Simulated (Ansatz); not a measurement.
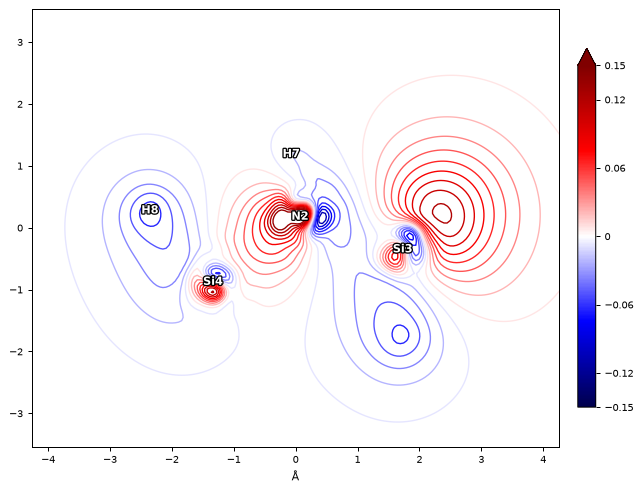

The picture shows: FH₄NSi₂ (SMILES F[SiH2]N[SiH]). The HOMO−1 on the plane of atoms Si3, N2 and H7 (values in Å⁻³ᐟ²; the overall sign is arbitrary).

Geometry: B3LYP-D3(BJ)/def2-SVP.

Method: isolated molecule in a Gaussian basis; Kohn-Sham density functional theory, functional PBE0 (Ansatz 0.2.0).

```
atom    x (Å)   y (Å)    z (Å)
   F   0.1540  0.6594   2.5118
   N   1.3886  1.9166   0.3740
  Si  -0.1115  1.5829   1.1974
  Si   2.2559  3.4385   0.4042
   H  -1.0169  0.8031   0.3172
   H  -0.6801  2.8758   1.6398
   H   1.7864  1.1341  -0.1470
   H   3.4118  2.9476  -0.4857
```

Where does this orbital lie, and at what energy?

Its weight (Hirshfeld) is mainly on N2 (about 60 %), Si4 (about 15 %) and Si3 (about 10 %). Its energy is −9.05 eV.
